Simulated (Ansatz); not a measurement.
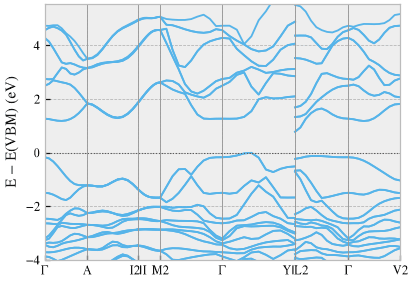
*Band structure from r²SCAN with spin–orbit coupling (plane waves, PAW; program Ansatz)*

The gap is 0.55 eV; an edge lies off the plotted path or next to a special point (maximum off the standard path, minimum off the standard path).

The material is P2Pd in space group C2/c (No. 15; P on 8f, Pd on 4c).

The first step of the workflow began from a Materials Project structure, measured or hypothetical; the Crystallography Open Database copy checked does not list it. Whether it is the stable phase at ambient conditions was not checked. The cell was relaxed with r²SCAN under the symmetry of its start; its stability against distortions is not shown here. No spin polarisation was allowed.

Potentials: the later of the program's two PAW sets.
